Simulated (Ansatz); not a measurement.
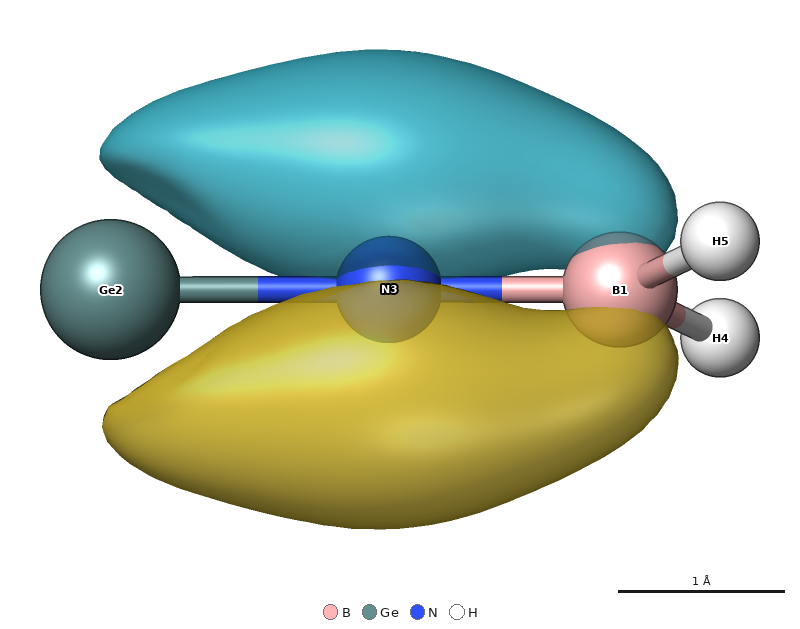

The picture shows: BGeH$_{2}$N. The HOMO−1 at ±0.15 Å⁻³ᐟ² (yellow and cyan are the two phases), seen from one side.

Geometry: r2SCAN-D4/def2-TZVP.

Theory: isolated molecule in a Gaussian basis; Kohn-Sham density functional theory, functional PBE0 (Ansatz).

```yaml
atoms:
  - { symbol: B, position_ang: [0.8580, 0.4785, -0.1456] }
  - { symbol: Ge, position_ang: [-1.3078, -0.7891, -1.9089] }
  - { symbol: N, position_ang: [-0.1244, -0.0961, -0.9459] }
  - { symbol: H, position_ang: [1.9961, 0.5335, -0.5305] }
  - { symbol: H, position_ang: [0.5742, 0.9231, 0.9352] }
```

> Where does this orbital lie, and at what energy?

It lies mainly on N3 (about 60 %), Ge2 (about 20 %) and B1 (about 15 %); it changes sign across the molecular plane (π type); π-bonding across Ge2–N3. Its energy is −8.78 eV.
